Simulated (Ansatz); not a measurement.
## A correction line for HF/def2-TZVPP: vertical ionisation energy

The vertical ionisation energy (cation less neutral) in eV of 7 Ga-containing molecules: x at HF/def2-TZVPP, y at CCSD(T)/def2-TZVPP. Shapes, held fixed at every level: PBE0-D4/def2-TZVP. Programs: Ansatz 0.2.0.

| molecule | x (eV) | y (eV) |
| --- | --- | --- |
| GaBr (SMILES [Ga][Br]) | 8.60 | 9.53 |
| GaCl (SMILES [Cl][Ga]) | 8.83 | 9.79 |
| GaH3(NH3) | 9.37 | 10.12 |
| GaF (SMILES [F][Ga]) | 9.37 | 10.38 |
| PH3(GaH3) | 9.55 | 10.35 |
| GaH3(SH2) | 9.71 | ? |
| GaH3(OH2) | 9.73 | 10.45 |

Question: Fit y = c + s·x to the known rows and predict y for GaH3(SH2).

Answer: 
1. Means of the 6 rows: x = 9.2417, y = 10.103.
2. Σ(Δx)² = 0.94768, Σ(Δx·Δy) = 0.77987, so the slope is 0.77987/0.94768 = 0.82293.
3. Intercept: 10.103 − (0.82293) × 9.2417 = 2.498. The largest residual of the fit is 0.17.
4. GaH3(SH2): 2.498 + 0.82293 × 9.71 = 10.49 eV.

CCSD(T)/def2-TZVPP gives 10.44 eV, so the prediction is off by +0.05 eV, within the largest residual. Uncorrected, HF/def2-TZVPP misses it by -0.73 eV, and the other rows by 0.86 on average. The line removes about 90 % of this miss. Left out in turn, the other rows are missed by 0.10 eV on average, so much of the error is systematic among these molecules. Cations run unrestricted. Relativity is left out for Br, Ga. Outer-core shells of Br, Ga are correlated, in sets that cover them unevenly.

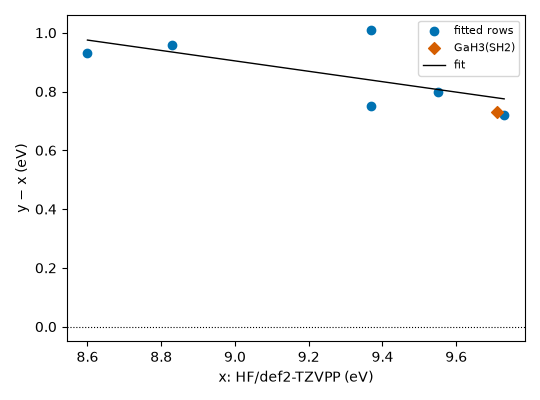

The correction y − x against x, with the fitted line and the withheld molecule.
